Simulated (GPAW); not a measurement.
## Screening of a field by 2H-CrSSe monolayer

Wanted: the out-of-plane polarisability of 2H-CrSSe monolayer.

Calculated with GPAW 26.7.0; GPAW, PAW setups; layer in a repeated cell with vacuum, relaxation of atoms and in-plane cell, in the first sound run; inputs show where later runs differ.

**1. The starting structure**

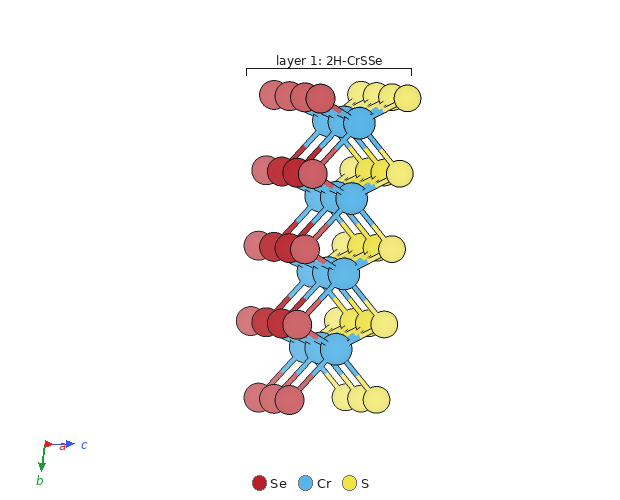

The cell as given, from the side, with the c axis across the page (selenium red, chromium blue, sulfur yellow). 2×3×1 cells are drawn. Some periodic images of atoms are drawn too.

The cell holds 3 atoms: 1 Se, 1 Cr and 1 S. Cell: a = 3.125 Å, b = 3.125 Å, c = 17.148 Å, α = 90.0°, β = 90.0°, γ = 120.0°. Vacuum lies along c.

**2. Relaxing the atoms**

The atoms are relaxed first, since the surface dipole, and with it the work function, follows the positions of the outer layers.

run.py

```python
import json
import numpy as np
from ase import Atoms
from ase.filters import FrechetCellFilter
from ase.optimize import BFGS
from gpaw import GPAW, PW

slab = Atoms(
    ['Se', 'Cr', 'S'],
    positions=[
        [-0.00000, 1.80422, 7.00000],
        [0.00000, 0.00000, 8.68838],
        [-0.00000, 1.80422, 10.14846]],
    cell=[[3.125, 0.0, 0.0], [-1.5625, 2.70633, 0.0], [0.0, 0.0, 17.1485]],
    pbc=[True, True, True])

slab.calc = GPAW(mode=PW(600), xc='PBE', kpts={'size': (12, 12, 1), 'gamma': True},
                 occupations={'name': 'fermi-dirac', 'width': 0.05}, nbands='160%',
                 convergence={'density': 1e-05}, maxiter=200,
                 symmetry={'tolerance': 1e-3}, txt='slab.txt')
result = {}
# The in-plane cell is free; stress needs a cell that repeats along all three vectors
path = []
opt = BFGS(FrechetCellFilter(slab, mask=[1, 1, 0, 0, 0, 1]), maxstep=0.2)
opt.attach(lambda: path.append((slab.get_potential_energy(), slab.positions.tolist(), slab.get_forces().tolist())))
result['relaxed'] = bool(opt.run(fmax=0.02, steps=45))
result['path'] = path
result['cell'] = slab.cell.tolist()
print('in-plane lattice', slab.cell.cellpar().round(4)[[0, 1, 5]])
energy = slab.get_potential_energy()
fermi = slab.calc.get_fermi_level()
v = slab.calc.get_electrostatic_potential().mean((0, 1)) - fermi
n = slab.calc.get_pseudo_density().mean((0, 1))
L = slab.cell[2, 2]
z = np.arange(len(v)) * L / len(v)
low, high = slab.positions[:, 2].min(), slab.positions[:, 2].max()
below, above = np.interp([low - 4.8, high + 4.8], z, v)
slopes = [np.interp(x, z, np.gradient(v, z)) for x in (low - 4.8, high + 4.8)]
eps = np.array([[slab.calc.get_eigenvalues(k, s) for k in range(len(slab.calc.get_ibz_k_points()))]
                for s in range(slab.calc.get_number_of_spins())]) - fermi
top, bottom = eps[eps < 0].max(), eps[eps > 0].min()
dipole = slab.get_dipole_moment()[2]
print(f'energy {energy:.4f} eV, Fermi level {fermi:.4f} eV, dipole {dipole:.5f} e A')
print(f'potential 4.8 A off the faces, from the Fermi level: lower {below:.4f} eV, upper {above:.4f} eV')
print(f'slope of the potential there: lower {slopes[0]:.5f}, upper {slopes[1]:.5f} eV/A')
print(f'nearest levels on the mesh: {top:.4f} and {bottom:.4f} eV')
print('magnetic moment', round(slab.get_magnetic_moment(), 3))
result.update(energy=energy, fermi=fermi, dipole=dipole, below=below, above=above, slopes=slopes, edges=[top, bottom],
              z=z.tolist(), v=v.tolist(), n=n.tolist(), positions=slab.positions.tolist(),
              forces=slab.get_forces(apply_constraint=False).tolist(), moments=slab.get_magnetic_moments().tolist())
json.dump(result, open('result.json', 'w'))
```

On the command line:

```
> OMP_NUM_THREADS=1 OPENBLAS_NUM_THREADS=1 python run.py
```

The log of the run:

```text
Step          Energy          fmax
BFGS:    0      -18.620314        0.893424
BFGS:    1      -18.636455        0.684272
BFGS:    2      -18.657862        0.179821
BFGS:    3      -18.658823        0.085223
BFGS:    4      -18.659502        0.066526
BFGS:    5      -18.660012        0.070876
BFGS:    6      -18.660416        0.067818
BFGS:    7      -18.660657        0.030338
BFGS:    8      -18.660717        0.006545
in-plane lattice [  3.1287   3.1287 120.    ]
energy -18.6607 eV, Fermi level -0.5763 eV, dipole -0.05583 e A
potential 4.8 A off the faces, from the Fermi level: lower 4.9875 eV, upper 5.3011 eV
slope of the potential there: lower -0.06984, upper -0.06954 eV/A
nearest levels on the mesh: -0.4431 and 0.3869 eV
magnetic moment 0.0
```

Wall time 2.1 min (1 thread of AMD EPYC 9R14 (Zen 4), shared host); peak memory 0.29 GiB.

This run has no spin polarisation, although Cr can carry a moment.

Numbers from this step:

```
dipole along the normal                    : -0.05583 e·Å
levels nearest the Fermi level on the mesh : -0.4431, 0.3869 eV from the Fermi level
```

Electrostatic potential energy of an electron (without an applied field's), less the Fermi level, planar mean against z:

| z (Å) | electrostatic potential energy of an electron (without an applied field's), less the Fermi level, planar mean (eV) |
| --- | --- |
| 0 | 5.14 |
| 1 | 5.08 |
| 2 | 5.01 |
| 3 | 4.94 |
| 4 | 4.86 |
| 5 | 4.67 |
| 6 | 2.14 |
| 7 | -23.3 |
| 8 | -5.27 |
| 9 | -10.8 |
| 10 | -18.6 |
| 11 | 2.34 |
| 12 | 5.36 |
| 13 | 5.43 |
| 14 | 5.36 |
| 15 | 5.29 |
| 16 | 5.22 |
| 17 | 5.16 |

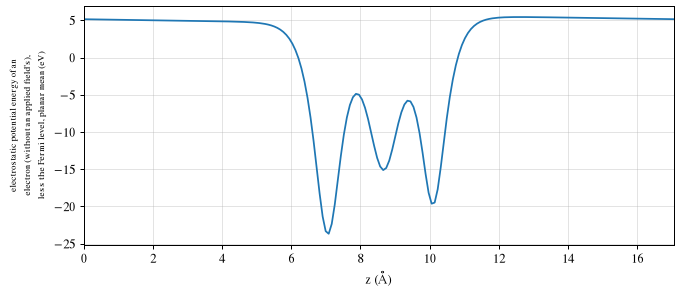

Electrostatic potential energy of an electron (without an applied field's), less the Fermi level, planar mean against z.

The pseudo valence density, planar mean oscillates, so the rows of the table below give means over windows of 2 Å about each position, cut where the curve ends. Its maxima inside the range that stand out by 2 % of the span (Å: e/Å³): 6.6: 0.423, 7.5: 0.496, 8.7: 0.565, 9.8: 0.514, 10.3: 0.420. Its minima: 7.0: 0.235, 8.0: 0.395, 9.3: 0.451, 10.1: 0.397.

Table of pseudo valence density, planar mean by z; means over each step:

| z (Å) | pseudo valence density, planar mean (e/Å³) |
| --- | --- |
| 2 | 3.1e-6 |
| 4 | 0.00111 |
| 6 | 0.171 |
| 8 | 0.445 |
| 10 | 0.417 |
| 12 | 0.0284 |
| 14 | 6.3e-5 |
| 16 | 0 |

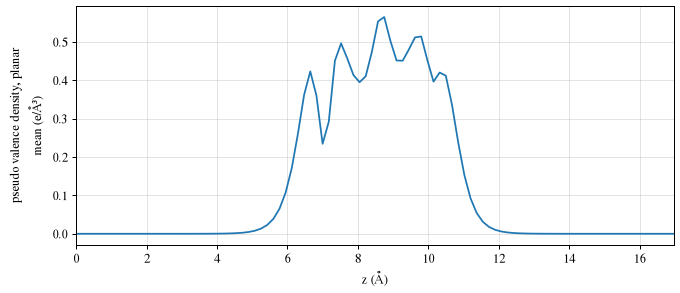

Pseudo valence density, planar mean, plotted against z.

The relaxation lowered the energy of the cell by 0.0404 eV (energies extrapolated to zero smearing; the optimiser's log prints free energies). The largest force left on a free atom is 0.0065 eV/Å.

**3. The slab's potential**

With the geometry fixed, the planar mean of the potential gives the vacuum level on each side.

This step: GPAW, PAW setups; slab in vacuum (GPAW 26.7.0).

The cell differs from the one that the last finished run ended in (c 17.148 → 17.048 Å).

Edit run.py of step 2 so:

```diff
@@ -3,4 +3,2 @@
 from ase import Atoms
-from ase.filters import FrechetCellFilter
-from ase.optimize import BFGS
 from gpaw import GPAW, PW
@@ -10,21 +8,14 @@
     positions=[
-        [-0.00000, 1.80422, 7.00000],
-        [0.00000, 0.00000, 8.68838],
-        [-0.00000, 1.80422, 10.14846]],
-    cell=[[3.125, 0.0, 0.0], [-1.5625, 2.70633, 0.0], [0.0, 0.0, 17.1485]],
-    pbc=[True, True, True])
+        [-0.00000, 1.80634, 7.00000],
+        [0.00000, -0.00000, 8.61605],
+        [-0.00000, 1.80634, 10.04822]],
+    cell=[[3.12867, 0.0, 0.0], [-1.56434, 2.70951, 0.0], [0.0, 0.0, 17.0482]],
+    pbc=[True, True, False])
 
-slab.calc = GPAW(mode=PW(600), xc='PBE', kpts={'size': (12, 12, 1), 'gamma': True},
+slab.calc = GPAW(mode=PW(400), xc='PBE', kpts={'size': (12, 12, 1), 'gamma': True},
                  occupations={'name': 'fermi-dirac', 'width': 0.05}, nbands='160%',
                  convergence={'density': 1e-05}, maxiter=200,
+                 poissonsolver={'dipolelayer': 'xy'},
                  symmetry={'tolerance': 1e-3}, txt='slab.txt')
 result = {}
-# The in-plane cell is free; stress needs a cell that repeats along all three vectors
-path = []
-opt = BFGS(FrechetCellFilter(slab, mask=[1, 1, 0, 0, 0, 1]), maxstep=0.2)
-opt.attach(lambda: path.append((slab.get_potential_energy(), slab.positions.tolist(), slab.get_forces().tolist())))
-result['relaxed'] = bool(opt.run(fmax=0.02, steps=45))
-result['path'] = path
-result['cell'] = slab.cell.tolist()
-print('in-plane lattice', slab.cell.cellpar().round(4)[[0, 1, 5]])
 energy = slab.get_potential_energy()
```

The log of the run:

```text
energy -18.6041 eV, Fermi level -0.5516 eV, dipole -0.03872 e A
potential 4.8 A off the faces, from the Fermi level: lower 4.7342 eV, upper 5.5636 eV
slope of the potential there: lower -0.00018, upper 0.00014 eV/A
nearest levels on the mesh: -0.4394 and 0.3849 eV
magnetic moment 0.0
```

Run time: 9.7 s. Hardware: 1 thread; peak memory 0.17 GiB.

Numbers from this step:

| Property | Result |
| --- | --- |
| dipole along the normal | -0.03872 e·Å |
| levels nearest the Fermi level on the mesh | -0.4394, 0.3849 eV from the Fermi level |
| upper work function | 5.564 eV |
| lower work function | 4.734 eV |
| upper ionisation energy | 6.003 eV |

The electrostatic potential energy of an electron (without an applied field's), less the Fermi level, planar mean by z:

| z (Å) | electrostatic potential energy of an electron (without an applied field's), less the Fermi level, planar mean (eV) |
| --- | --- |
| 0 | 5.15 |
| 1 | 4.73 |
| 2 | 4.73 |
| 3 | 4.73 |
| 4 | 4.73 |
| 5 | 4.58 |
| 6 | 1.63 |
| 7 | -23.5 |
| 8 | -5.75 |
| 9 | -9.68 |
| 10 | -19.5 |
| 11 | 2.87 |
| 12 | 5.44 |
| 13 | 5.56 |
| 14 | 5.56 |
| 15 | 5.56 |
| 16 | 5.56 |

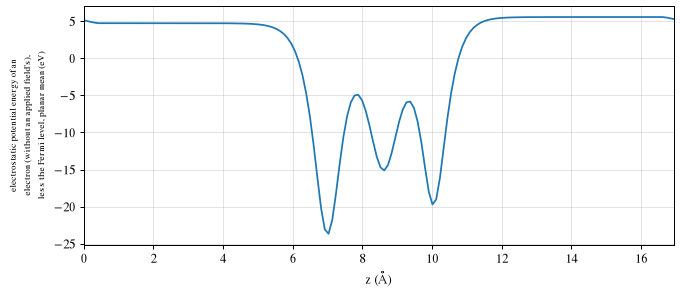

Electrostatic potential energy of an electron (without an applied field's), less the Fermi level, planar mean, plotted against z.

The pseudo valence density, planar mean oscillates, so the rows of the table below give means over windows of 1.07 Å about each position, cut where the curve ends. Its maxima inside the range that stand out by 2 % of the span (Å: e/Å³): 6.6: 0.424, 7.5: 0.497, 8.5: 0.556, 9.6: 0.515. Its minima: 7.0: 0.235, 8.1: 0.399, 9.2: 0.447.

Table of pseudo valence density, planar mean by z; means over each step:

| z (Å) | pseudo valence density, planar mean (e/Å³) |
| --- | --- |
| 2.67 | 1.3e-5 |
| 3.74 | 2.9e-4 |
| 4.81 | 0.00688 |
| 5.88 | 0.140 |
| 6.95 | 0.366 |
| 8.02 | 0.450 |
| 9.09 | 0.496 |
| 10.16 | 0.420 |
| 11.23 | 0.102 |
| 12.30 | 0.00395 |
| 13.37 | 1.5e-4 |
| 14.44 | 6.5e-6 |

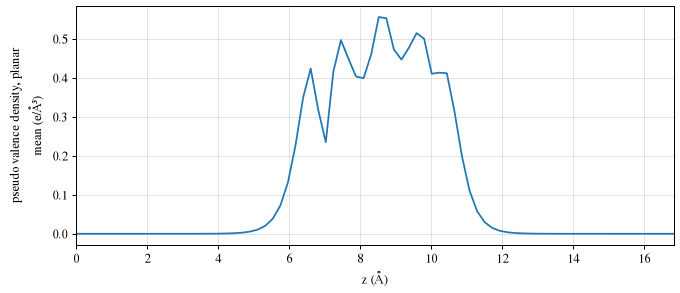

Pseudo valence density, planar mean, plotted against z.

The layer is gapped, so the Fermi level lies somewhere inside the gap, set by smearing and numerics, and these work functions are no property of the material; the band edges below the vacuum level are. The potential is flat to 1.8e-4 eV/Å where it is read, so the vacuum is wide enough.

**4. Field on**

A uniform field along the normal polarises the slab; the atoms stay fixed, so this is the electronic response alone.

Edit run.py of step 3 so:

```diff
@@ -4,2 +4,3 @@
 from gpaw import GPAW, PW
+from gpaw.external import ConstantElectricField
 
@@ -18,2 +19,3 @@
                  poissonsolver={'dipolelayer': 'xy'},
+                 external=ConstantElectricField(-0.2, [0, 0, 1]),
                  symmetry={'tolerance': 1e-3}, txt='slab.txt')
```

The log of the run:

```text
energy -18.6168 eV, Fermi level -0.5463 eV, dipole -0.08811 e A
potential 4.8 A off the faces, from the Fermi level: lower 4.1992 eV, upper 6.0799 eV
slope of the potential there: lower -0.00014, upper 0.00020 eV/A
nearest levels on the mesh: -0.4420 and 0.3891 eV
magnetic moment 0.0
```

Wall time 30 s (1 thread); peak memory 0.26 GiB.

Numbers from this step:

```yaml
dipole_along_the_normal: -0.08811 e·Å
levels_nearest_the_fermi_level_on_the_mesh: -0.4420, 0.3891 eV from the Fermi level
potential_below_the_slab_the_applied_field_s_own_ramp_left_out: 4.199 eV from the Fermi level
potential_above_the_slab_the_applied_field_s_own_ramp_left_out: 6.080 eV from the Fermi level
```

Electrostatic potential energy of an electron (without an applied field's), less the Fermi level, planar mean against z:

| z (Å) | electrostatic potential energy of an electron (without an applied field's), less the Fermi level, planar mean (eV) |
| --- | --- |
| 0 | 5.14 |
| 2 | 4.20 |
| 4 | 4.19 |
| 6 | 1.17 |
| 8 | -5.84 |
| 10 | -19.2 |
| 12 | 5.95 |
| 14 | 6.08 |
| 16 | 6.08 |

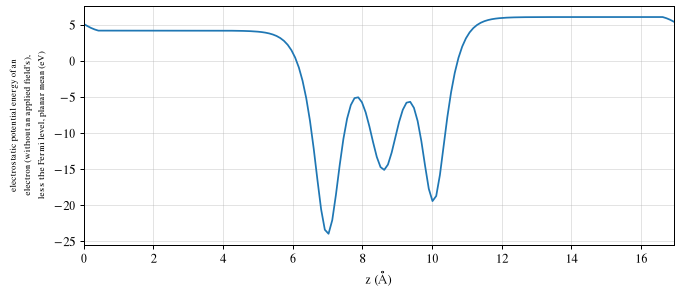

Electrostatic potential energy of an electron (without an applied field's), less the Fermi level, planar mean, plotted against z.

The dipole is now -0.0881 e Å, against -0.039 in the run without a field.

**5. In a field**

Edit run.py of step 4 so:

```diff
@@ -19,3 +19,3 @@
                  poissonsolver={'dipolelayer': 'xy'},
-                 external=ConstantElectricField(-0.2, [0, 0, 1]),
+                 external=ConstantElectricField(-0.1, [0, 0, 1]),
                  symmetry={'tolerance': 1e-3}, txt='slab.txt')
```

The log of the run:

```text
energy -18.6092 eV, Fermi level -0.5486 eV, dipole -0.06348 e A
potential 4.8 A off the faces, from the Fermi level: lower 4.4661 eV, upper 5.8212 eV
slope of the potential there: lower -0.00016, upper 0.00017 eV/A
nearest levels on the mesh: -0.4438 and 0.3871 eV
magnetic moment 0.0
```

Run time: 30 s. Hardware: 1 thread; peak memory 0.26 GiB.

Numbers from this step:

* dipole along the normal: -0.06348 e·Å
* levels nearest the Fermi level on the mesh: -0.4438, 0.3871 eV from the Fermi level
* potential below the slab, the applied field's own ramp left out: 4.466 eV from the Fermi level
* potential above the slab, the applied field's own ramp left out: 5.821 eV from the Fermi level

Electrostatic potential energy of an electron (without an applied field's), less the Fermi level, planar mean against z:

| z (Å) | electrostatic potential energy of an electron (without an applied field's), less the Fermi level, planar mean (eV) |
| --- | --- |
| 0 | 5.14 |
| 1 | 4.47 |
| 2 | 4.47 |
| 3 | 4.47 |
| 4 | 4.46 |
| 5 | 4.32 |
| 6 | 1.40 |
| 7 | -23.6 |
| 8 | -5.80 |
| 9 | -9.63 |
| 10 | -19.3 |
| 11 | 3.10 |
| 12 | 5.70 |
| 13 | 5.81 |
| 14 | 5.82 |
| 15 | 5.82 |
| 16 | 5.82 |

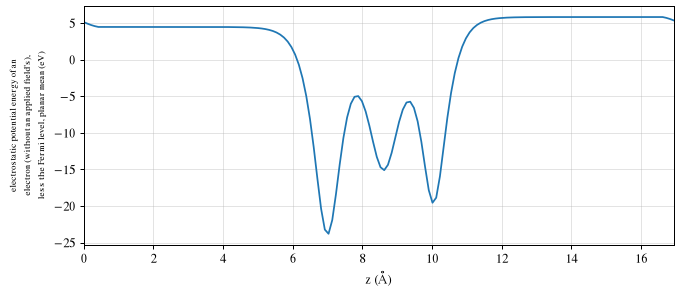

Electrostatic potential energy of an electron (without an applied field's), less the Fermi level, planar mean, plotted against z.

The dipole is now -0.0635 e Å, against -0.039 in the run without a field.

**6. In a field**

Edit run.py of step 5 so:

```diff
@@ -19,3 +19,3 @@
                  poissonsolver={'dipolelayer': 'xy'},
-                 external=ConstantElectricField(-0.1, [0, 0, 1]),
+                 external=ConstantElectricField(-0.05, [0, 0, 1]),
                  symmetry={'tolerance': 1e-3}, txt='slab.txt')
```

The log of the run:

```text
energy -18.6064 eV, Fermi level -0.5500 eV, dipole -0.05117 e A
potential 4.8 A off the faces, from the Fermi level: lower 4.6001 eV, upper 5.6923 eV
slope of the potential there: lower -0.00018, upper 0.00016 eV/A
nearest levels on the mesh: -0.4416 and 0.3860 eV
magnetic moment 0.0
```

Elapsed: 30 s, on 1 thread; peak memory 0.26 GiB.

**7. Field on**

Edit run.py of step 6 so:

```diff
@@ -19,3 +19,3 @@
                  poissonsolver={'dipolelayer': 'xy'},
-                 external=ConstantElectricField(-0.05, [0, 0, 1]),
+                 external=ConstantElectricField(0.05, [0, 0, 1]),
                  symmetry={'tolerance': 1e-3}, txt='slab.txt')
```

The log of the run:

```text
energy -18.6025 eV, Fermi level -0.5534 eV, dipole -0.02654 e A
potential 4.8 A off the faces, from the Fermi level: lower 4.8688 eV, upper 5.4353 eV
slope of the potential there: lower -0.00021, upper 0.00014 eV/A
nearest levels on the mesh: -0.4373 and 0.3838 eV
magnetic moment 0.0
```

Elapsed: 30 s, on 1 thread; peak memory 0.26 GiB.

**8. In a field**

Edit run.py of step 7 so:

```diff
@@ -19,3 +19,3 @@
                  poissonsolver={'dipolelayer': 'xy'},
-                 external=ConstantElectricField(0.05, [0, 0, 1]),
+                 external=ConstantElectricField(0.1, [0, 0, 1]),
                  symmetry={'tolerance': 1e-3}, txt='slab.txt')
```

The log of the run:

```text
energy -18.6015 eV, Fermi level -0.5553 eV, dipole -0.01422 e A
potential 4.8 A off the faces, from the Fermi level: lower 5.0036 eV, upper 5.3071 eV
slope of the potential there: lower -0.00023, upper 0.00013 eV/A
nearest levels on the mesh: -0.4351 and 0.3827 eV
magnetic moment 0.0
```

Run time: 31 s. Hardware: 1 thread; peak memory 0.26 GiB.

The dipole is now -0.0142 e Å, against -0.039 in the run without a field.

**9. Field on**

Edit run.py of step 8 so:

```diff
@@ -19,3 +19,3 @@
                  poissonsolver={'dipolelayer': 'xy'},
-                 external=ConstantElectricField(0.1, [0, 0, 1]),
+                 external=ConstantElectricField(0.2, [0, 0, 1]),
                  symmetry={'tolerance': 1e-3}, txt='slab.txt')
```

The log of the run:

```text
energy -18.6013 eV, Fermi level -0.5597 eV, dipole 0.01043 e A
potential 4.8 A off the faces, from the Fermi level: lower 5.2744 eV, upper 5.0517 eV
slope of the potential there: lower -0.00027, upper 0.00012 eV/A
nearest levels on the mesh: -0.4309 and 0.3803 eV
magnetic moment 0.0
```

Run time: 30 s. Hardware: 1 thread; peak memory 0.26 GiB.

The dipole is now 0.0104 e Å, against -0.039 in the run without a field.

**10. In a field**

Edit run.py of step 9 so:

```diff
@@ -19,3 +19,3 @@
                  poissonsolver={'dipolelayer': 'xy'},
-                 external=ConstantElectricField(0.2, [0, 0, 1]),
+                 external=ConstantElectricField(0.3, [0, 0, 1]),
                  symmetry={'tolerance': 1e-3}, txt='slab.txt')
```

The log of the run:

```text
energy -18.6036 eV, Fermi level -0.5649 eV, dipole 0.03512 e A
potential 4.8 A off the faces, from the Fermi level: lower 5.5466 eV, upper 4.7971 eV
slope of the potential there: lower -0.00032, upper 0.00010 eV/A
nearest levels on the mesh: -0.4268 and 0.3779 eV
magnetic moment 0.0
```

The job ended after 31 s (1 thread; peak memory 0.26 GiB).

The dipole is now 0.0351 e Å, against -0.039 in the run without a field.

**11. The series**

The members are put on one axis.

This step: induced dipole against applied field (GPAW 26.7.0).

Table of dipole along the normal by field:

| field (V/Å) | dipole along the normal (e·Å) |
| --- | --- |
| -0.200 | -0.0881 |
| -0.100 | -0.0635 |
| -0.050 | -0.0512 |
| 0.000 | -0.0387 |
| 0.050 | -0.0265 |
| 0.100 | -0.0142 |
| 0.200 | 0.0104 |
| 0.300 | 0.0351 |

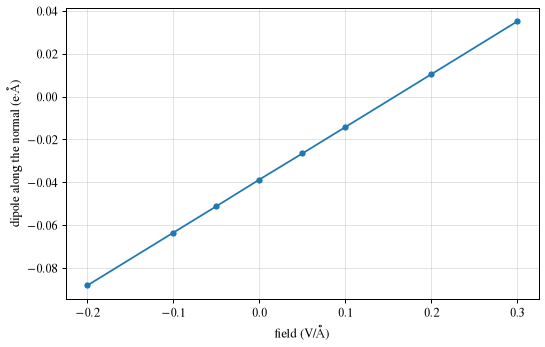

Dipole along the normal against field.

**12. Summary of results**

```json
{
  "work function, upper and lower face (Fermi level placed in the gap by the smearing)": "5.564 and 4.734 eV",
  "ionisation energy from the upper face (highest filled level on the mesh)": "6.00 eV",
  "electron affinity from the upper face (lowest empty Kohn-Sham level on the mesh)": "5.18 eV",
  "dipole along the normal": "-0.0387 e Å",
  "induced dipole per field": "0.246 e Å per V/Å",
  "out-of-plane polarisability per area, α/(ε0 A)": "5.26 Å"
}
```

The field induces 0.246 e Å per V/Å, a polarisable thickness α/(ε0 A) of 5.26 Å beside 3.05 Å between the outermost nuclei. A perfect conductor would give the distance between its two image planes; a dielectric of thickness t gives t(1 - 1/ε). The two faces differ by 0.83 eV, the step that the slab's dipole makes (e p/(ε0 A) gives 0.83 eV), so the dipole layer is needed. The levels nearest the Fermi level on the mesh lie 0.824 eV apart, so the slab is gapped there: the smearing puts the Fermi level inside the gap, and from either face the ionisation energy is the work function plus 0.44 eV. Both are Kohn-Sham levels on the mesh, and semilocal gaps are too small, so the affinity tends to come out too large and the ionisation energy too small. The induced dipole is linear in the field over this range. The relaxation of atoms and cell ran in a fully periodic cell without the dipole layer, so the atoms of this polar layer felt a small spurious field. The runs had no spin polarisation, so a magnetic state, which thin layers of d-metal atoms can have, wasn't tested. The layer's cell and atoms come from the relaxation; spin-orbit coupling and temperature are left out.

[Logs are printed without paths, hosts, clocks, repeated set-up lines and the standing remarks that a program may print on its own settings, such as how far it seeks lower states.]

[Hosts, paths, dates, database ids (printed as entryN), source tags and the programs' standing remarks are cut or masked in the printed files.]
